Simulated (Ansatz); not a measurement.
# CAM-B3LYP/cc-pVDZ run of C3H4O (methylketene)

What is the electronic atomisation energy of C3H4O (methylketene) at CAM-B3LYP/cc-pVDZ? 

The results are computed with Ansatz 0.2.0.

35 further runs of the same task are left out: 35 set aside as unsound or not needed.

## Step 1: Starting point

C3H4O: 8 atoms, total charge 0, spin state singlet. As SMILES, `CC=C=O`. The coordinates come from a PBE0-D4/def2-TZVP relaxation.

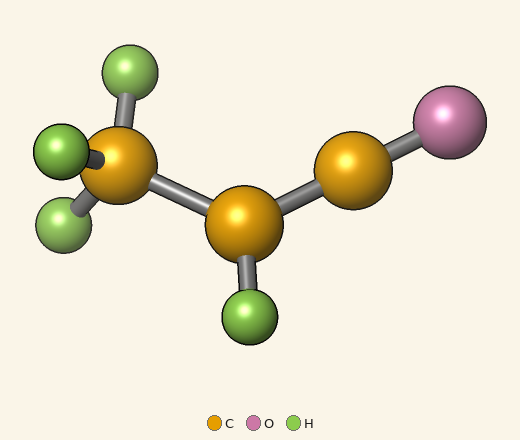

Viewed from a chosen angle; carbon amber, oxygen pink, hydrogen green.

## Step 2: The energy at CAM-B3LYP/cc-pVDZ

molecule.yaml reads:

```yaml
basis:
  gaussian:
    orbitals: cc-pVDZ
crystal:
  periodic: [false, false, false]
  atoms:
    - {symbol: C, position_ang: [-0.527260, 0.797080, -0.183660]}
    - {symbol: C, position_ang: [-0.086970, -0.563690, 0.274760]}
    - {symbol: C, position_ang: [1.122630, -1.027770, 0.097370]}
    - {symbol: O, position_ang: [2.196540, -1.437400, -0.061070]}
    - {symbol: H, position_ang: [-1.351730, 0.723880, -0.897750]}
    - {symbol: H, position_ang: [-0.866500, 1.405090, 0.659100]}
    - {symbol: H, position_ang: [0.287360, 1.332930, -0.671970]}
    - {symbol: H, position_ang: [-0.774070, -1.230150, 0.783200]}
hamiltonian:
  xc: {name: CAM-B3LYP}
accuracy: high
output: {orbitals: {seedname: orbitals}}
```

Launch:

```sh
$ ansatz run molecule.yaml --threads 1 --pin off --max-ram 3480MiB --events-out events.jsonl --progress --plain --runs-dir runs
```

What it wrote:

```text
Warning: RAYON_NUM_THREADS=1 ignored (pool sized by the plan → 1); use --threads N
Functional definition: CAM-B3LYP
  name "CAM-B3LYP"
  parameter alpha = 0.19
  parameter beta = 0.46
  parameter omega = 0.33/bohr
  parameter ac = 0.81
  exchange = (1 - alpha - beta)*b88_x + beta*b88_x_sr(omega) + alpha*exact_x + beta*exact_x_lr(omega)
  correlation = (1 - ac)*vwn5_c + ac*lyp_c
1742 factors; integrals over basis functions are off by at most 3.1e-9 eV
359 factors; integrals over basis functions are off by at most 2.6e-9 eV
mean field evaluation 1: about -5215.9820 eV, gradient 4.3e1 eV
mean field evaluation 2: about -5215.9037 eV, gradient 4.6e1 eV
mean field evaluation 4: about -5219.8470 eV, gradient 2.7e0 eV
mean field evaluation 8: about -5219.8624 eV, gradient 1.2e-1 eV
mean field evaluation 16: about -5219.8625 eV, gradient 1.4e-5 eV
mean field -5219.86248536 eV, -191.8264081871 hartree, gradient 2.9e-8 eV, S^2 0.000000; 0 other end points of the search recorded, 0 dependent functions left out
reference -5219.86250217 eV, -191.8264088049 hartree; 15, 15 occupied and 61, 61 virtual orbitals, 1742 factors
Total energy: -5219.86250217 eV, -191.8264088049 hartree
```

It took 1.9 s on 1 thread of AMD EPYC 9R45 (Zen 5), shared host; peak memory 0.25 GiB.

## Step 3: The C atom

job.yaml reads:

```yaml
crystal:
  periodic: [false, false, false]
  atoms:
    - {symbol: C, position_ang: [0.000000, 0.000000, 0.000000]}
basis:
  gaussian: {orbitals: cc-pVDZ}
magnetization: {spin_polarized: true, initial_magnetization: 2}
accuracy: high
hamiltonian: {xc: {name: CAM-B3LYP}}
```

Run the same way, it converges to -37.82936 Eh (log not shown).

## Step 4: The H atom at the same level

run.yaml reads:

```yaml
crystal:
  periodic: [false, false, false]
  atoms:
    - symbol: H
      position_ang: [0.000000, 0.000000, 0.000000]
basis:
  gaussian: {orbitals: cc-pVDZ}
magnetization: {spin_polarized: true, initial_magnetization: 1}
hamiltonian: {xc: {name: CAM-B3LYP}}
accuracy: high
```

Run the same way, it converges to -0.49789 Eh (log not shown).

## Step 5: The O atom, same level

in.yaml reads:

```yaml
crystal:
  periodic: [false, false, false]
  atoms:
    - {symbol: O, position_ang: [0.000000, 0.000000, 0.000000]}
basis:
  gaussian:
    orbitals: cc-pVDZ
hamiltonian:
  xc: {name: CAM-B3LYP}
accuracy: high
total_charge: 0
magnetization:
  spin_polarized: true
  initial_magnetization: 2
```

Run the same way, it converges to -75.04490 Eh (log not shown).

## Step 6: Outcome

At CAM-B3LYP/cc-pVDZ:

| quantity | value |
| --- | --- |
| molecule: total energy | -191.82641 Eh |
| molecule: HOMO energy | -7.68 eV |
| molecule: LUMO energy | 0.70 eV |
| molecule: HOMO–LUMO gap | 8.39 eV |
| C atom: total energy | -37.82936 Eh |
| C atom: ⟨S²⟩ | 2.002 |
| H atom: total energy | -0.49789 Eh |
| H atom: ⟨S²⟩ | 0.750 |
| O atom: total energy | -75.04490 Eh |
| O atom: ⟨S²⟩ | 2.002 |
| electronic atomisation energy | 35.425 eV |

In words: Taking the molecule apart into free atoms costs 35.42 eV (3418 kJ/mol), before zero-point energy and without spin-orbit coupling.
